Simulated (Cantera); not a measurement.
Feed: 1 mol SiC, 0.77 mol O2, 7.4 mol H2, at 16.0 Pa.

Equilibrium computed with Cantera from the NASA thermochemical tables; the gas is ideal and each condensed phase is pure. Candidate condensed phases: C, C6H6, C7H8, C8H18, H2O, Si, SiC, SiO2; 123 gas species. Mutual solubility and eutectic melting of coexisting phases are not modelled. The tables hold silica as quartz up to 1696 K and as liquid above; real silica turns to tridymite and cristobalite and melts near 1996 K. Kinetics and transport are ignored.

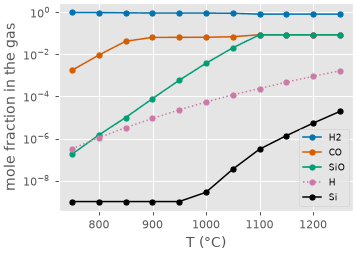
Fig. 1. Equilibrium gas composition (values under 1e-9 drawn at 1e-9)

From 750 °C to 850 °C the condensed part is C(graphite) + SiC(s) + SiO2(β-quartz). From 900 °C to 1050 °C the condensed part is SiC(s) + SiO2(β-quartz). From 1100 °C to 1250 °C the condensed part is SiC(s). The main Si-bearing gas is SiO throughout.
